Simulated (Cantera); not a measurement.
Charge: 1 mol SiH₂Cl₂, 31 mol NH₃, 83 mol H₂, 0.65 mol Cl₂, held at 0.390 bar.

Equilibrium computed with Cantera from the NASA thermochemical tables; the gas is ideal and each condensed phase is pure. Candidate condensed phases: NH₄Cl, Si, Si₃N₄; 28 gas species. The tables' values for SiCl, SiN are old estimates; treat these amounts as uncertain. Gases not in the tables: Si₂H₆ and higher silanes. Rates play no part.

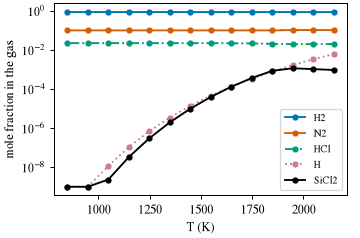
Equilibrium gas composition (values under 1e-9 drawn at 1e-9)

Q: Read off the mole fractions at 1048 K.

A: H₂ about 0.88, N₂ about 0.10, HCl about 0.022, H about 1.2e-8.
